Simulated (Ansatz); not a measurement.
BN: N vacancy, symmetric start

The parent structure is an 8-atom supercell of BN in the h-BN type structure (space group P6_3/mmc, No. 194; a = 2.500 Å, c = 6.413 Å; layered, stacked along the Cartesian z axis) at its relaxed geometry.

Now apply this change: a neutral N vacancy, symmetric start, atoms relaxed at fixed cell.

Calculations: Kohn–Sham DFT with the PBEsol-D3(BJ) functional, run in Ansatz (a first-principles code) with PAW and 420 eV plane waves, no SOC, earlier PAW set. Γ-centred 6×9×4 mesh, Fermi–Dirac width 0.01 eV.

| quantity | base | changed | shift |
|---|---|---|---|
| pressure | 0.0 GPa | -13.5 GPa | -13.5 GPa |
| energy gained by relaxation | – | 0.19 eV | – |
| largest displacement of a host atom from its site in the perfect cell | – | 0.09 Å | – |
| mean distance from the defect site to its nearest host atoms | 1.44 Å | 1.38 Å | -0.06 Å |

Final structure:

```yaml
crystal:
  lattice:
    - [3.74977, -2.16493, 0.00000]
    - [1.24992, 2.16493, 0.00000]
    - [0.00000, 0.00000, 6.41293]
  atoms:
    - { symbol: B, position: [0.83244, 0.50000, 0.25000] }
    - { symbol: B, position: [0.33292, 0.00000, 0.25000] }
    - { symbol: B, position: [0.14620, 0.50000, 0.75000] }
    - { symbol: B, position: [0.68587, 0.00000, 0.75000] }
    - { symbol: N, position: [0.33719, 0.00000, 0.75000] }
    - { symbol: N, position: [0.16606, 0.50000, 0.25000] }
    - { symbol: N, position: [0.66597, 0.00000, 0.25000] }
```

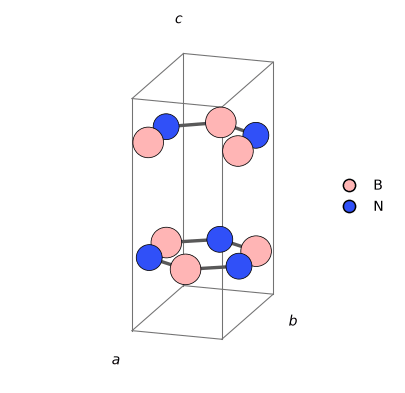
Fig. 1. The relaxed cell after the change

Other magnetic orders, which the real material may have, were not ruled out. The cell is small, so the values are those of an ordered compound at a high defect concentration; dilute-limit values will differ. The mesh was chosen for an insulator and is coarse for the gapless case. The defect started on the symmetric site and kept its symmetry, so it may sit on a saddle. Seeded moments were not kept for N vacancy. The defect cell is spin-polarised and ends with 0.0 μB.
